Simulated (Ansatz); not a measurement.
## Electronic structure of ClH$_{3}$Si···PH$_{3}$ in real space

Input

```
crystal:
  periodic: [false, false, false]
  atoms:
    - { symbol: Si, position_ang: [-0.127458, 0.058907, -0.054399] }
    - { symbol: H, position_ang: [-0.308067, -0.074179, 1.397784] }
    - { symbol: H, position_ang: [1.293471, -0.060204, -0.461916] }
    - { symbol: H, position_ang: [-0.622851, 1.402204, -0.491164] }
    - { symbol: Cl, position_ang: [-1.315173, -1.33311, -1.077472] }
    - { symbol: P, position_ang: [1.348775, -2.674076, 1.350834] }
    - { symbol: H, position_ang: [0.096681, -2.967812, 0.726369] }
    - { symbol: H, position_ang: [1.916389, -2.128406, 0.157341] }
    - { symbol: H, position_ang: [0.911434, -1.415123, 1.850921] }
basis:
  gaussian: { orbitals: "6-31G*" }
hamiltonian:
  xc: blyp
  dispersion: d4
relax:
  f_tol: 0.03
  max_steps: 50
output:
  orbitals: {}
```

Run with:

```sh
ansatz run input.yaml --threads 2 --pin off --max-ram 3072MiB --backend cpu --events-out ev --progress --plain --runs-dir out
```

The fields are those of the run's last geometry, not of the input's.

Theory: RKS BLYP-D4/6-31G* in Ansatz 0.2.0.

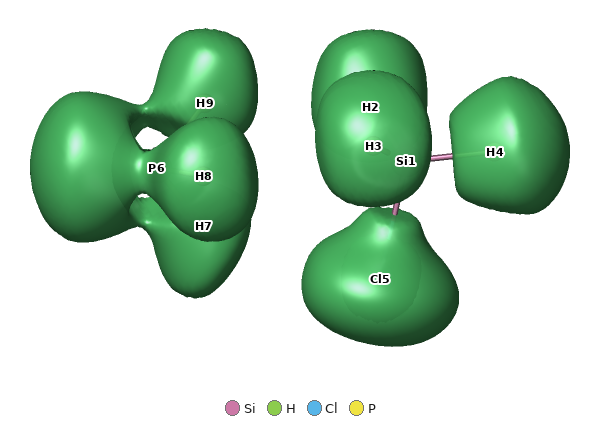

Figure 1. Isosurface of the electron localisation function at 0.75 (green), seen at a tilt. Core shells and regions of very low density are left out.

Identify the bonds, lone pairs and shells in this picture.

The surface consists of three regions around hydrogen nuclei, one region on Cl in which the atom's valence shell and bonds are merged and one joined region spread over several atoms (H, P), in which their bonds and any lone pairs are merged.


Si1···P6 (4.21 Å): the ELF dips to about 0 between them (a non-bonded, intermolecular contact). Si–Cl (2.10 Å): the ELF peaks at about 0.90 between the atoms (a polar covalent bond).

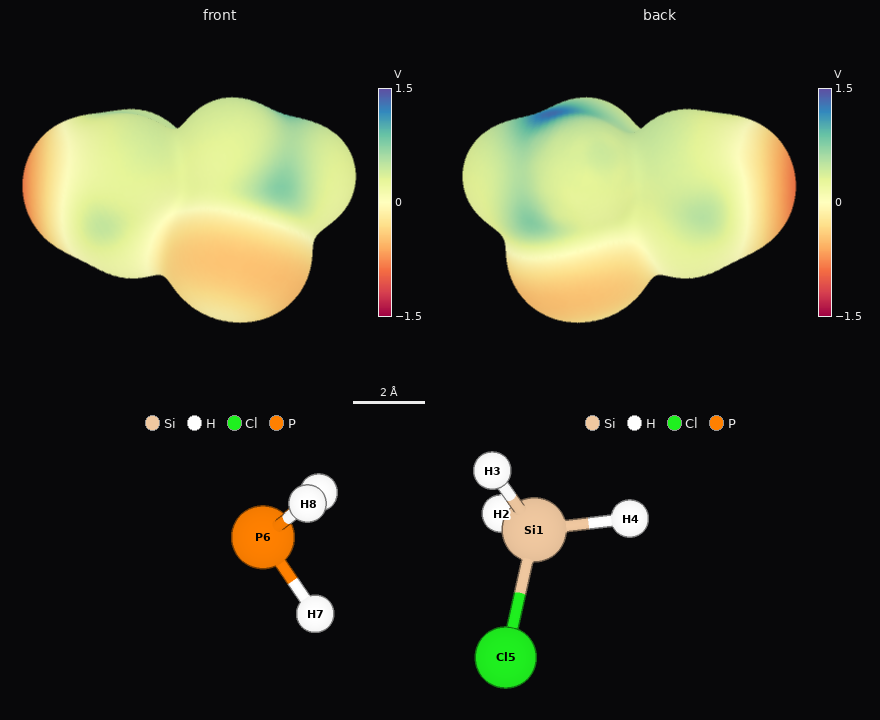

Figure 2. The electrostatic potential painted on the density surface at 0.001 e/bohr³, seen from the front and from behind; red is negative and blue positive. The bare structure is drawn below in the same view.

Describe the electrostatic potential map.

The most negative region (about −0.8 V, or −18 kcal/mol for a unit charge) lies over P6, the most positive (about +1.3 V, or +30 kcal/mol for a unit charge) over Si1.

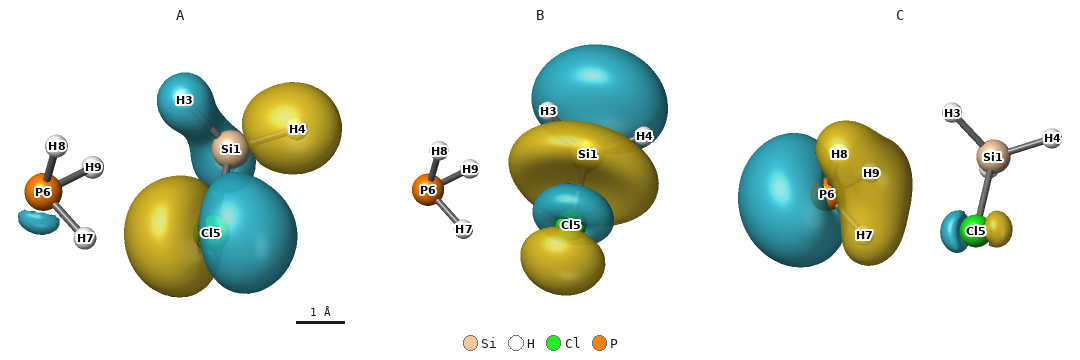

Figure 3. Three frontier orbitals at ±0.08 Å⁻³ᐟ² (yellow and cyan are the two phases), in no order.

Which picture is the HOMO−1, the HOMO and the LUMO?

A is the HOMO−1 (−7.39 eV). It lies mainly on Cl5 (about 75 %), Si1 (about 10 %) and H4 (about 10 %); largely a lone pair of Cl5. C is the HOMO (−6.44 eV). By Hirshfeld shares it lies mainly on P6 (about 80 %); largely a lone pair of P6. B is the LUMO (−0.99 eV). By Hirshfeld shares it lies mainly on Si1 (about 55 %) and Cl5 (about 25 %).

What is the HOMO–LUMO gap?

5.45 eV between the orbital energies.
